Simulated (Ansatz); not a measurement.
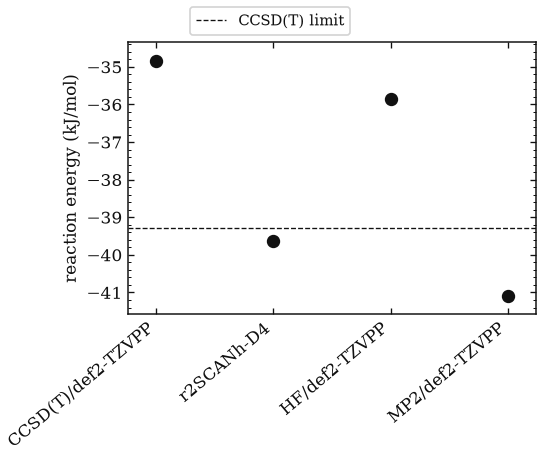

Electronic reaction energy of TiH₄O₄ ([OH][Ti]([OH])([OH])[OH]) + HCl (Cl) → TiH₃O₃Cl ([OH][Ti]([OH])([OH])[Cl]) + H₂O (O) (SMILES in brackets) at several levels (functionals in def2-TZVPP unless a basis is named), isolated molecules at PBE0-D4 triple-zeta geometries, minima by their frequencies, no zero-point or thermal terms, the Ansatz code. The line is frozen-core CCSD(T) at the basis limit (MP2 extrapolated from triple and quadruple zeta, plus CCSD(T) less MP2 in a smaller set). The distance of CCSD(T)/def2-TZVPP and MP2/def2-TZVPP to the limit includes basis error. The limit lies 4.4 kJ/mol from CCSD(T)/def2-TZVPP, so the line itself is uncertain by a part of that.

Question: What do zero-point energy and temperature add?

Answer: Zero-point change 7.6 kJ/mol; at 298.15 K and 1 bar the CCSD(T) limit plus thermal terms gives an enthalpy of reaction of −31.1 and a free energy of −34.9 kJ/mol (harmonic PBE0-D4 modes, ideal gas).

Question: Which level comes closest to the line (CCSD(T) limit), and which misses most?

Answer: Closest r2SCANh-D4 (−39.6 kJ/mol), against −39.3 kJ/mol; farthest CCSD(T)/def2-TZVPP (−34.8 kJ/mol).

Known limits of this run: no scalar relativity up to krypton; outer-core shells are correlated without core-valence functions, which makes the correlated values less sure.
